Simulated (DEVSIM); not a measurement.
Structure: abrupt GaAs p-n junction, at 300 K.

```tsv
layer (left to right)	material	thickness (μm)	Nd (cm⁻³)	Na (cm⁻³)	τn (s)	τp (s)
1	GaAs	0.710	-	3.9e16	3.4e-8	3.4e-8
2	GaAs	67.0	8.9e14	-	3.4e-8	3.4e-8
```

Left contact: ohmic. Right contact: ohmic. Voltage is applied to the left contact. Recombination: SRH at mid-gap. Mobility is constant in doping.

Constants are typed, rounded textbook-type inputs, not results; the design itself was drawn at random and stands for no fabricated device. Values at 300 K.

| parameter | GaAs |
|---|---|
| gap (eV) | 1.424 |
| affinity (eV) | 4.07 |
| permittivity | 12.9 |
| Nc (cm⁻³) | 4.7e17 |
| Nv (cm⁻³) | 9e18 |
| μn (cm²/Vs) | 8500 |
| μp (cm²/Vs) | 400 |

Model (solved in DEVSIM): 1D drift-diffusion, Boltzmann statistics, complete ionisation; no tunnelling, impact ionisation, image-force lowering or self-heating.

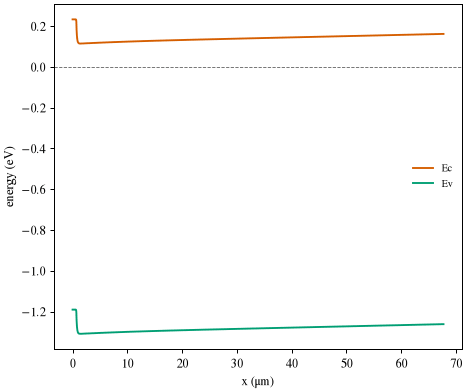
Band edges at 1.05 V on the left contact

Energies count from the Fermi level of the right contact; mesh points crowd at the junctions.

```json
[
 {"x (μm)": "0.000", "Ec (eV)": "0.233", "Ev (eV)": "-1.191", "n (cm⁻³)": "< 1e2", "p (cm⁻³)": "3.9e16", "field (V/cm)": "≈ 0"},
 {"x (μm)": "0.03375", "Ec (eV)": "0.233", "Ev (eV)": "-1.191", "n (cm⁻³)": "6.0e11", "p (cm⁻³)": "3.9e16", "field (V/cm)": "≈ 0"},
 {"x (μm)": "0.1065", "Ec (eV)": "0.233", "Ev (eV)": "-1.191", "n (cm⁻³)": "1.9e12", "p (cm⁻³)": "3.9e16", "field (V/cm)": "≈ 0"},
 {"x (μm)": "0.2794", "Ec (eV)": "0.233", "Ev (eV)": "-1.191", "n (cm⁻³)": "5.0e12", "p (cm⁻³)": "3.9e16", "field (V/cm)": "≈ 0"},
 {"x (μm)": "0.5769", "Ec (eV)": "0.233", "Ev (eV)": "-1.191", "n (cm⁻³)": "1.0e13", "p (cm⁻³)": "3.9e16", "field (V/cm)": "-33"},
 {"x (μm)": "0.6643", "Ec (eV)": "0.230", "Ev (eV)": "-1.194", "n (cm⁻³)": "1.4e13", "p (cm⁻³)": "3.4e16", "field (V/cm)": "-1700"},
 {"x (μm)": "0.7048", "Ec (eV)": "0.211", "Ev (eV)": "-1.213", "n (cm⁻³)": "2.9e13", "p (cm⁻³)": "1.7e16", "field (V/cm)": "-9000"},
 {"x (μm)": "0.7499", "Ec (eV)": "0.175", "Ev (eV)": "-1.249", "n (cm⁻³)": "1.2e14", "p (cm⁻³)": "4.1e15", "field (V/cm)": "-5800"},
 {"x (μm)": "0.8428", "Ec (eV)": "0.140", "Ev (eV)": "-1.284", "n (cm⁻³)": "4.6e14", "p (cm⁻³)": "1.1e15", "field (V/cm)": "-2400"},
 {"x (μm)": "1.055", "Ec (eV)": "0.118", "Ev (eV)": "-1.306", "n (cm⁻³)": "1.1e15", "p (cm⁻³)": "4.4e14", "field (V/cm)": "-340"},
 {"x (μm)": "1.592", "Ec (eV)": "0.115", "Ev (eV)": "-1.309", "n (cm⁻³)": "1.2e15", "p (cm⁻³)": "3.5e14", "field (V/cm)": "11"},
 {"x (μm)": "3.644", "Ec (eV)": "0.117", "Ev (eV)": "-1.307", "n (cm⁻³)": "1.2e15", "p (cm⁻³)": "2.7e14", "field (V/cm)": "12"},
 {"x (μm)": "7.653", "Ec (eV)": "0.122", "Ev (eV)": "-1.302", "n (cm⁻³)": "1.0e15", "p (cm⁻³)": "1.6e14", "field (V/cm)": "10"},
 {"x (μm)": "17.78", "Ec (eV)": "0.131", "Ev (eV)": "-1.293", "n (cm⁻³)": "9.3e14", "p (cm⁻³)": "3.6e13", "field (V/cm)": "≈ 0"},
 {"x (μm)": "47.19", "Ec (eV)": "0.149", "Ev (eV)": "-1.274", "n (cm⁻³)": "8.9e14", "p (cm⁻³)": "3.6e11", "field (V/cm)": "≈ 0"},
 {"x (μm)": "59.36", "Ec (eV)": "0.157", "Ev (eV)": "-1.267", "n (cm⁻³)": "8.9e14", "p (cm⁻³)": "5.1e10", "field (V/cm)": "≈ 0"},
 {"x (μm)": "64.18", "Ec (eV)": "0.160", "Ev (eV)": "-1.264", "n (cm⁻³)": "8.9e14", "p (cm⁻³)": "1.8e10", "field (V/cm)": "≈ 0"},
 {"x (μm)": "66.28", "Ec (eV)": "0.161", "Ev (eV)": "-1.263", "n (cm⁻³)": "8.9e14", "p (cm⁻³)": "6.9e9", "field (V/cm)": "≈ 0"},
 {"x (μm)": "67.29", "Ec (eV)": "0.162", "Ev (eV)": "-1.262", "n (cm⁻³)": "8.9e14", "p (cm⁻³)": "2.1e9", "field (V/cm)": "≈ 0"},
 {"x (μm)": "67.55", "Ec (eV)": "0.162", "Ev (eV)": "-1.262", "n (cm⁻³)": "8.9e14", "p (cm⁻³)": "8.1e8", "field (V/cm)": "≈ 0"},
 {"x (μm)": "67.66", "Ec (eV)": "0.162", "Ev (eV)": "-1.262", "n (cm⁻³)": "8.9e14", "p (cm⁻³)": "2.6e8", "field (V/cm)": "≈ 0"},
 {"x (μm)": "67.71", "Ec (eV)": "0.162", "Ev (eV)": "-1.262", "n (cm⁻³)": "8.9e14", "p (cm⁻³)": "< 1e2", "field (V/cm)": "≈ 0"}
]
```
